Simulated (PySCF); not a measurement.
Consider H2Se (SMILES [SeH2]).

Input file:

```
{"job": {"kind": "uv", "xc": "B3LYP", "basis": "def2-SVPD", "dynamic": true, "nstates": 6, "ntriplets": 0}, "charge": 0, "multiplicity": 1}
Se    -0.150585     0.670683    -0.047120
H     -1.228802    -0.327522    -0.066987
H      0.871305    -0.385089    -0.070675
```

Run with:

```sh
OMP_NUM_THREADS=1 python probes_run.py task.json out
```

Geometry: PBE0-D3(BJ)/def2-SVP.

Level of theory: PySCF, B3LYP/def2-SVPD, SCF density, gas phase.

> What will maps of the electron density and electron localisation function show?

Se–H (1.47 Å): ρ is about 1.3 e/Å³ halfway; the ELF climbs to about 1 towards the hydrogen, as it does in any bond to H.

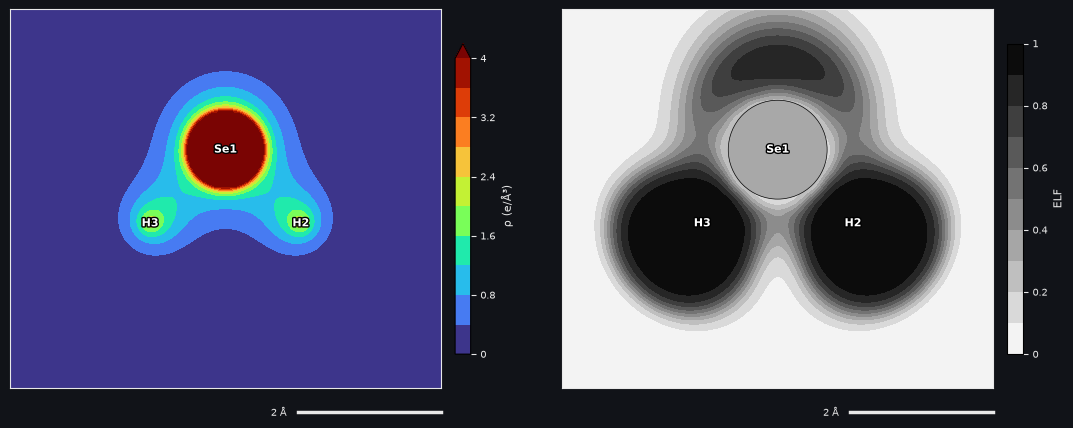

Computed electron density and electron localisation function on the molecular plane, in this order. Grey discs cover the atomic cores in the ELF map. 
